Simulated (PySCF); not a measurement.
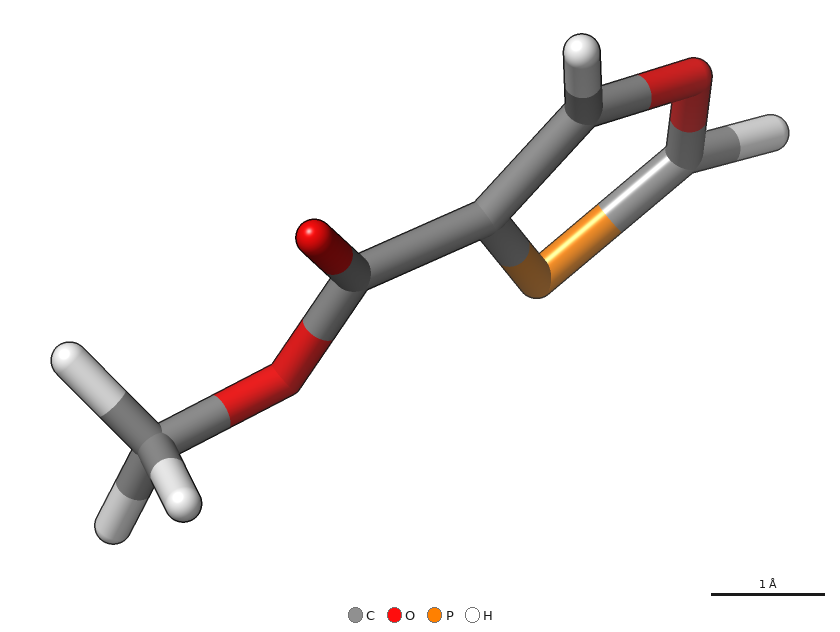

Rendered structure (stick style). Every bond is drawn as one stick, whatever its order.

The computed structure is the end point of a GFN2-xTB optimisation. No frequency run is at hand to confirm it as a minimum.

What does the picture show?

Formula C5H5O3P. SMILES: `COC(=O)c1cocp1`. Independent rings (smallest set): 1 of 5 members, 1 of them aromatic. Among its groups: ester. This geometry has Cs symmetry. Coordination: 1 C tetrahedral; 2 O bent; 4 C trigonal planar; 1 P bent.

More results for the same structure follow; atom numbers are the same in all pictures, views and colours differ.

## Dipole moment

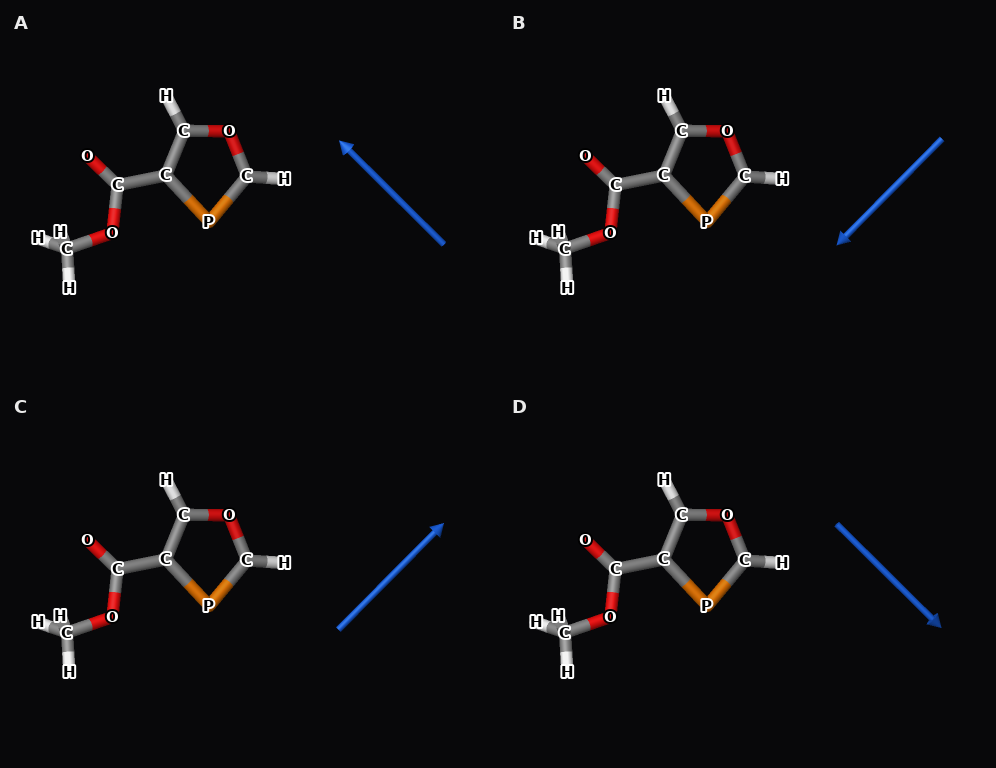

The same molecule four times, each with an arrow. No frequency run is at hand to confirm it as a minimum. Method: ωB97X-D/def2-SVPD, gas phase (PySCF 2.14.0).

**Which arrow points along the dipole moment, from the negative to the positive end?**

D. The dipole moment is 1.05 D.

## Excitation

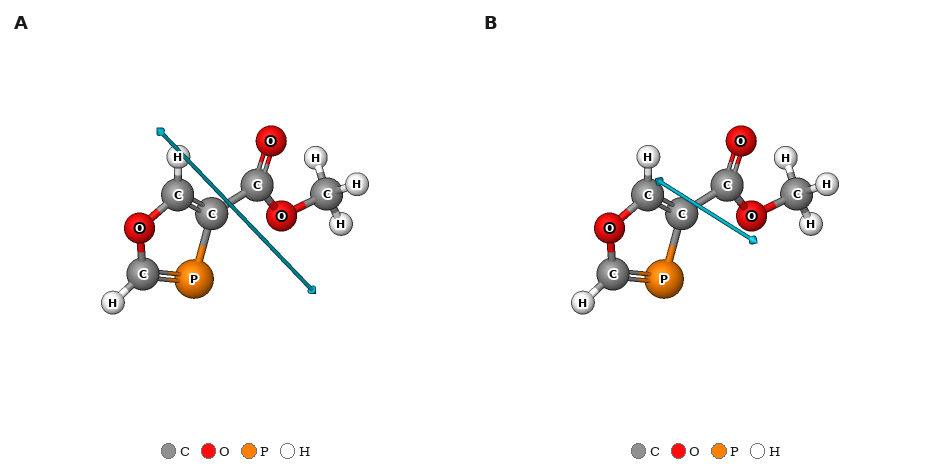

The double arrows show the directions of two transition dipoles from the ground state (lengths mean nothing). No frequency run is at hand to confirm it as a minimum. Level of theory: TDDFT ωB97X-D/def2-SVPD, vertical, gas phase, core orbitals frozen in the response (PySCF 2.14.0).

**One belongs to singlet state 2 and one to singlet state 4. Which is which?**

A: state 2, 5.39 eV (230 nm), oscillator strength 0.039, mainly HOMO → LUMO (weight 0.75).
B: state 4, 6.05 eV (205 nm), oscillator strength 0.015, of mixed character, with the largest part HOMO−3 → LUMO (weight 0.45).

## Polarisability

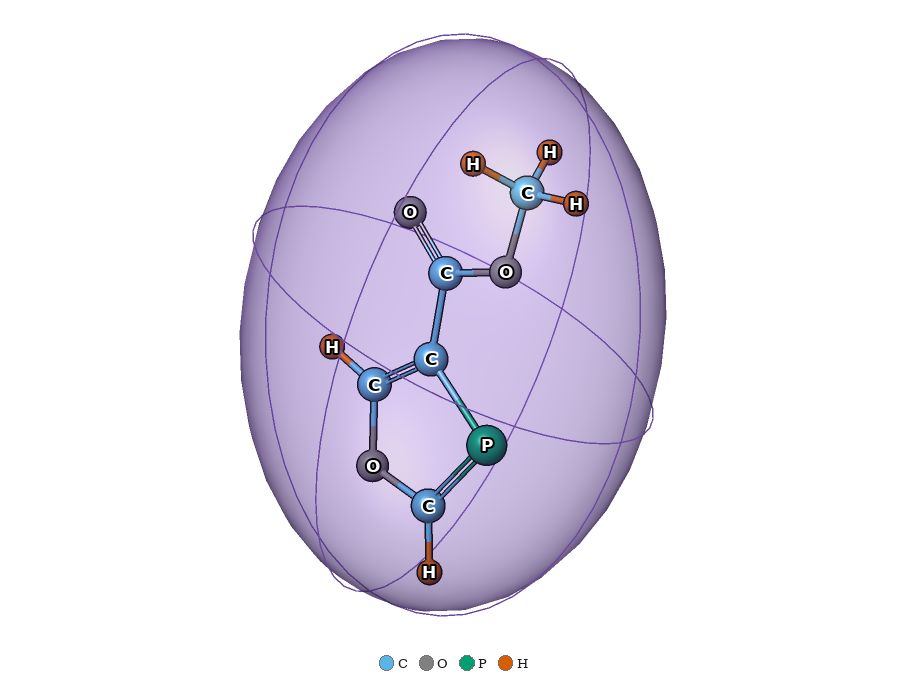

The ellipsoid shows the static dipole polarisability: its half-axes are proportional to the principal values. No frequency run is at hand to confirm it as a minimum. Level of theory: ωB97X-D/def2-SVPD (PySCF 2.14.0).

**How large and how anisotropic is the polarisability?**

Principal values 59.7, 95.4, 115.0 bohr³; mean 90.0 bohr³ (13.34 Å³); anisotropy 48.5 bohr³, so the longest axis is 1.93 times the shortest.

The geometry is semi-empirical. Around P such bond lengths and angles can be off by a tenth of an ångström or more and by several degrees, and values that hang on the shape move with them.
